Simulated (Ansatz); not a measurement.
ClH7OSi3···SiH4

Input file:

```
crystal:
  periodic: [false, false, false]
  atoms:
    - {symbol: Si, position_ang: [-0.690527, 0.295831, 0.686506]}
    - {symbol: Si, position_ang: [3.059135, -0.736926, -0.877700]}
    - {symbol: Si, position_ang: [-0.711791, 1.184051, -1.479682]}
    - {symbol: Si, position_ang: [-2.802614, -0.209260, 1.576018]}
    - {symbol: O, position_ang: [0.297148, -1.024372, 0.668245]}
    - {symbol: H, position_ang: [2.820548, 0.515007, -0.118387]}
    - {symbol: Cl, position_ang: [0.099625, 1.740548, 1.953371]}
    - {symbol: H, position_ang: [3.154377, -1.889678, 0.052234]}
    - {symbol: H, position_ang: [4.343760, -0.612843, -1.617227]}
    - {symbol: H, position_ang: [1.965750, -0.958552, -1.856230]}
    - {symbol: H, position_ang: [-1.761515, 2.237326, -1.518601]}
    - {symbol: H, position_ang: [0.602736, 1.786313, -1.816136]}
    - {symbol: H, position_ang: [-1.053419, 0.124547, -2.464775]}
    - {symbol: H, position_ang: [-2.634213, -0.822407, 2.922631]}
    - {symbol: H, position_ang: [-3.519904, -1.171716, 0.696431]}
    - {symbol: H, position_ang: [-3.607160, 1.034142, 1.698714]}
    - {symbol: H, position_ang: [0.438062, -1.491914, 1.494588]}
basis:
  gaussian: {orbitals: def2-TZVPP}
hamiltonian: {xc: pbe0, dispersion: d4}
output: {orbitals: {seedname: orbitals}}
```

Launched as:

```sh
ansatz run in.yaml --threads 4 --pin off --events-out ev --progress --plain --max-ram 66560MiB --backend cuda --devices 0, --max-vram 37GiB
```

The product side of a reaction path; geometry: PBE0-D4/def2-TZVP; a saddle point, not a minimum.

All numbers below come from RKS PBE0-D4/def2-TZVPP in Ansatz 0.2.0.

**What will maps of the electron density and electron localisation function show?**

Si2···O5 (3.18 Å): the density falls to about 0.05 e/Å³ on the way; the ELF dips to about 0 between them: a non-bonded, intermolecular contact.
Si–H (1.48 Å): the density is about 0.8 e/Å³ at the midpoint; the ELF climbs to about 1 towards the hydrogen, as it does in any bond to H.

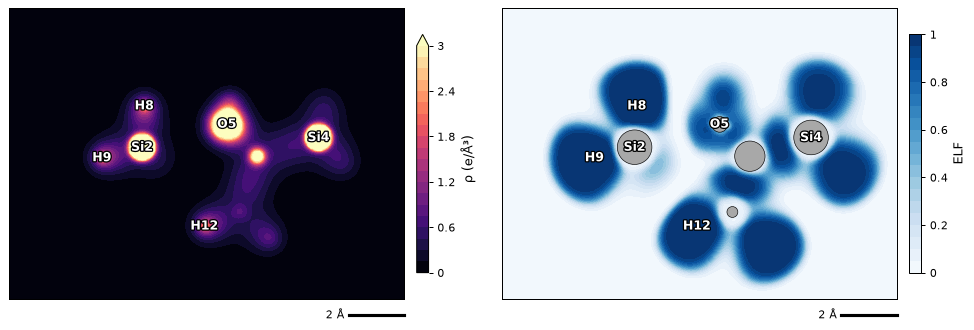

Computed electron density and electron localisation function on the plane of atoms H8, Si2 and H9, in this order. Grey discs cover the atomic cores in the ELF map. 
